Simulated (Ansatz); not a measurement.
The relaxed structure here is a generated cell of ZnS: the first start was made by placing the elements on the sites of a structure type, and the end was not matched to a known phase here, so it may be hypothetical. Known forms of ZnS include space group No. 186, 216.

One stationary structure of ZnS. Computed with PBEsol (plane waves to 420 eV, PAW, scalar-relativistic; Ansatz, a program for electronic structure).

P4₂/mnm (No. 136), tP8, AFLOW prototype AB_tP8_136_g_f (as in BeO); a = b = 6.517 Å, c = 3.809 Å, α = β = γ = 90.00°.

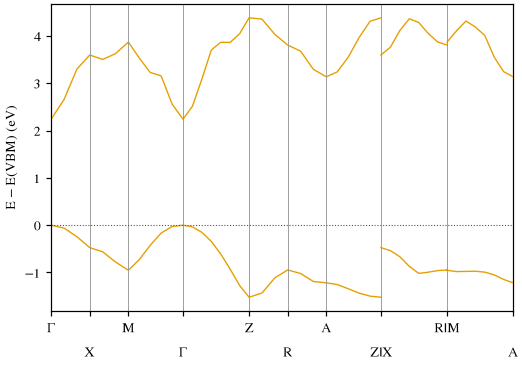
Fig. 1. Highest filled and lowest empty band along the path of this cell's Brillouin zone

Q: Read off the gap and say whether it is direct.

A: 2.24 eV, direct at Γ (no spin-orbit coupling).

Q: How far does the top valence band disperse along this path?

A: About 1.5 eV.

No spin polarisation in the result.

The run could not lose the symmetry of its start: the end is stationary, and may be a saddle point rather than a minimum.
